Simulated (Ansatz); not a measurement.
**CH6N2OSi: basis-set convergence**

Aim: see how fast density functionals converge with the basis set for CH6N2OSi.

Program: Ansatz 0.2.0, Gaussian basis. Level of theory: one geometry, several basis sets. These are calculated values, not measurements.

Plan: PBE0-D4/def2-SVP; ωB97M-V/def2-SVP; PBE0-D4/def2-QZVPP; ωB97M-V/def2-QZVPP; the functionals' def2-TZVPP values are taken from earlier runs.

**1. The relaxed structure**

The geometry comes from an earlier relaxation with PBE0-D4 in a triple-zeta def2 set; it is a stationary point, not always the lowest conformer.

11 atoms, charge 0, spin multiplicity 1.

Atoms are counted from 1 here; the program's logs count them from 0.

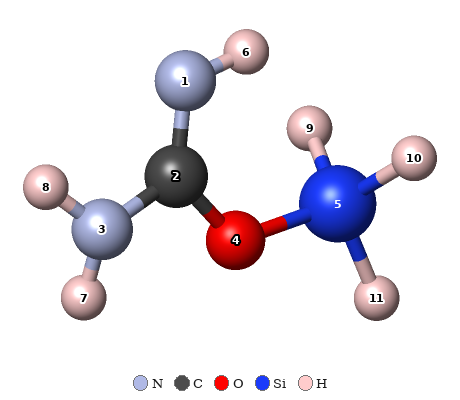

The geometry (nitrogen light blue, carbon dark grey, oxygen red, silicon blue, hydrogen pink); atoms are numbered from 1 in the order of the file.

**2. PBE0-D4 in def2-SVP**

in.yaml

```yaml
crystal:
  periodic: [false, false, false]
  atoms:
    - {symbol: N, position_ang: [1.212096, 0.341046, 1.071065]}
    - {symbol: C, position_ang: [0.489654, -0.544211, 0.521329]}
    - {symbol: N, position_ang: [0.630890, -1.869110, 0.806098]}
    - {symbol: O, position_ang: [-0.474500, -0.368610, -0.418814]}
    - {symbol: Si, position_ang: [-0.867953, 1.106936, -1.079175]}
    - {symbol: H, position_ang: [1.040363, 1.277499, 0.723303]}
    - {symbol: H, position_ang: [-0.148722, -2.467305, 0.600536]}
    - {symbol: H, position_ang: [1.167446, -2.077107, 1.629322]}
    - {symbol: H, position_ang: [-1.336432, 2.041087, -0.024968]}
    - {symbol: H, position_ang: [0.305354, 1.695820, -1.770975]}
    - {symbol: H, position_ang: [-1.952898, 0.806953, -2.036920]}
basis:
  gaussian: {orbitals: def2-SVP}
hamiltonian: {xc: pbe0, dispersion: d4}
output: {orbitals: {seedname: orbitals}}
```

On the command line:

```
> ansatz run in.yaml --threads 4 --pin off --events-out ev --progress --plain --max-ram 10444MiB
```

Standard output:

```text
Functional definition: PBE0
  name "PBE0"
  cite "Adamo & Barone, J. Chem. Phys. 110, 6158 (1999) doi:10.1063/1.478522"
  cite "Perdew, Burke & Ernzerhof, Phys. Rev. Lett. 77, 3865 (1996) doi:10.1103/PhysRevLett.77.3865"
  parent pbe
  parameter a = 0.25
  parameter kappa = 0.804
  parameter beta = 0.06672455060314922
  exchange = (1 - a)*pbe_x(kappa = kappa, mu = beta*pi^2/3) + a*exact_x
  correlation = pbe_c(beta = beta)
1189 factors; their error is unknown
mean field evaluation 1: about -14015.5158 eV, gradient 6.1e1 eV
mean field evaluation 2: about -14010.5995 eV, gradient 7.7e1 eV
mean field evaluation 4: about -14022.6926 eV, gradient 4.4e0 eV
mean field evaluation 8: about -14022.7792 eV, gradient 2.8e-1 eV
mean field -14022.77934637 eV, -515.3276359978 hartree, gradient 4.4e-5 eV, S^2 0.000000; 0 other end points of the search recorded, 0 dependent functions left out
reference -14022.77937209 eV, -515.3276369432 hartree; 24, 24 occupied and 80, 80 virtual orbitals, 1189 factors
Total energy: -14022.96489136 eV, -515.3344546506 hartree
```

Wall time 0.65 s (4 threads of INTEL XEON PLATINUM 8581C at 2.10GHz, shared host).

**3. ωB97M-V in def2-SVP**

in.yaml: that of step 2 with these lines changed.

```diff
@@ -16,3 +16,3 @@
   gaussian: {orbitals: def2-SVP}
-hamiltonian: {xc: pbe0, dispersion: d4}
+hamiltonian: {xc: {name: wB97M-V}}
 output: {orbitals: {seedname: orbitals}}
```

Same command.

Standard output, cut to the lines that bear on the results:

```text
Functional definition: wB97M-V
  name "wB97M-V"
  cite "Mardirossian & Head-Gordon, J. Chem. Phys. 144, 214110 (2016) doi:10.1063/1.4952647"
  cite "Becke, J. Chem. Phys. 107, 8554 (1997) doi:10.1063/1.475007"
  cite "Vydrov & Van Voorhis, J. Chem. Phys. 133, 244103 (2010) doi:10.1063/1.3521275"
  # Of w^i u^j: cxij and so on, Table III.
[...]
  gx(w, u) = 1 - cx + cx01*u + cx10*w
  gss(w, u) = css00 + css04*u^4 + css10*w + css20*w^2 + css43*w^4*u^3
  gos(w, u) = cos00 + cos10*w + (cos20 + cos21*u)*w^2 + (cos60 + cos61*u)*w^6
[...]
      + integral(e_c_pw_mod_opposite_spin*gos(b97_w_opposite, b97_u_opposite)) + vv10(b, c)
1189 factors; their error is unknown
303 factors; integrals over basis functions are off by at most 6.6e-6 eV
[...]
mean field -14030.03488309 eV, -515.5942720542 hartree, gradient 2.2e-5 eV, S^2 0.000000; 0 other end points of the search recorded, 0 dependent functions left out
reference -14030.03492473 eV, -515.5942735845 hartree; 24, 24 occupied and 80, 80 virtual orbitals, 1189 factors
Total energy: -14030.03492473 eV, -515.5942735845 hartree
```

Run time: 1.9 s. Hardware: 4 threads of INTEL XEON PLATINUM 8581C at 2.10GHz, shared host; peak memory 0.33 GiB.

**4. PBE0-D4 in def2-QZVPP**

in.yaml: that of step 3 with these lines changed.

```diff
@@ -15,4 +15,4 @@
 basis:
-  gaussian: {orbitals: def2-SVP}
-hamiltonian: {xc: {name: wB97M-V}}
+  gaussian: {orbitals: "def2-QZVPP.json"}
+hamiltonian: {xc: pbe0, dispersion: d4}
 output: {orbitals: {seedname: orbitals}}
```

Launched as before.

Standard output:

```text
Functional definition: PBE0
  name "PBE0"
  cite "Adamo & Barone, J. Chem. Phys. 110, 6158 (1999) doi:10.1063/1.478522"
  cite "Perdew, Burke & Ernzerhof, Phys. Rev. Lett. 77, 3865 (1996) doi:10.1103/PhysRevLett.77.3865"
  parent pbe
  parameter a = 0.25
  parameter kappa = 0.804
  parameter beta = 0.06672455060314922
  exchange = (1 - a)*pbe_x(kappa = kappa, mu = beta*pi^2/3) + a*exact_x
  correlation = pbe_c(beta = beta)
1456 factors; their error is unknown
mean field evaluation 1: about -14023.9936 eV, gradient 7.3e1 eV
mean field evaluation 2: about -14015.1122 eV, gradient 9.5e1 eV
mean field evaluation 4: about -14033.3554 eV, gradient 7.8e0 eV
mean field evaluation 8: about -14033.4736 eV, gradient 2.5e-1 eV
mean field evaluation 16: about -14033.4841 eV, gradient 1.6e-4 eV
mean field -14033.48414367 eV, -515.7210300426 hartree, gradient 2.3e-5 eV, S^2 0.000000; 0 other end points of the search recorded, 0 dependent functions left out
reference -14033.48418142 eV, -515.7210314301 hartree; 24, 24 occupied and 454, 454 virtual orbitals, 1456 factors
Total energy: -14033.66970069 eV, -515.7278491375 hartree
```

It took 4.8 s on 4 threads of INTEL XEON PLATINUM 8581C at 2.10GHz, shared host; peak memory 1.6 GiB.

**5. ωB97M-V in def2-QZVPP**

in.yaml: that of step 4 with these lines changed.

```diff
@@ -16,3 +16,3 @@
   gaussian: {orbitals: "def2-QZVPP.json"}
-hamiltonian: {xc: pbe0, dispersion: d4}
+hamiltonian: {xc: {name: wB97M-V}}
 output: {orbitals: {seedname: orbitals}}
```

Launched as before.

Standard output, cut to the lines that bear on the results:

```text
Functional definition: wB97M-V
  name "wB97M-V"
  cite "Mardirossian & Head-Gordon, J. Chem. Phys. 144, 214110 (2016) doi:10.1063/1.4952647"
  cite "Becke, J. Chem. Phys. 107, 8554 (1997) doi:10.1063/1.475007"
  cite "Vydrov & Van Voorhis, J. Chem. Phys. 133, 244103 (2010) doi:10.1063/1.3521275"
  # Of w^i u^j: cxij and so on, Table III.
[...]
  gx(w, u) = 1 - cx + cx01*u + cx10*w
  gss(w, u) = css00 + css04*u^4 + css10*w + css20*w^2 + css43*w^4*u^3
  gos(w, u) = cos00 + cos10*w + (cos20 + cos21*u)*w^2 + (cos60 + cos61*u)*w^6
[...]
      + integral(e_c_pw_mod_opposite_spin*gos(b97_w_opposite, b97_u_opposite)) + vv10(b, c)
1436 factors; their error is unknown
378 factors; integrals over basis functions are off by at most 9.9e-6 eV
[...]
mean field -14040.95181438 eV, -515.9954618797 hartree, gradient 4.0e-5 eV, S^2 0.000000; 0 other end points of the search recorded, 0 dependent functions left out
reference -14040.95187761 eV, -515.9954642033 hartree; 24, 24 occupied and 454, 454 virtual orbitals, 1436 factors
Total energy: -14040.95187761 eV, -515.9954642033 hartree
```

Wall time 10 s (4 threads of INTEL XEON PLATINUM 8581C at 2.10GHz, shared host); peak memory 2 GiB.

**6. Functionals by basis**

The def2-TZVPP values come from earlier runs at the same geometry.

```
functional       basis  functions  energy (eV)  from the largest (eV)  HOMO (eV)  LUMO (eV)
   PBE0-D4    def2-SVP        104  -14022.9649                 10.705      -6.83       0.54
   PBE0-D4  def2-TZVPP        250  -14033.0401                  0.630      -7.11       0.02
   PBE0-D4  def2-QZVPP        478  -14033.6697                  0.000      -7.17      -0.16
   ωB97M-V    def2-SVP        104  -14030.0349                 10.917      -9.13       2.45
   ωB97M-V  def2-TZVPP        250  -14040.3649                  0.587      -9.43       1.65
   ωB97M-V  def2-QZVPP        478  -14040.9519                  0.000      -9.48       1.21
```

**7. What came out**

| quantity | value |
| --- | --- |
| PBE0-D4: double and triple zeta above quadruple | 10.70, 0.63 eV |
| ωB97M-V: double and triple zeta above quadruple | 10.92, 0.59 eV |

PBE0-D4 gains 10.08 eV from double to triple zeta, then 0.63 eV more. Total energies overstate the basis error of differences, where much of it tends to cancel. The LUMO of ωB97M-V is positive and keeps falling with the basis (2.45 to 1.21 eV): an unbound level that the basis holds in place.

For PBE0-D4 the largest set took about 7 times as long as the smallest (4.8 s against 0.65 s).
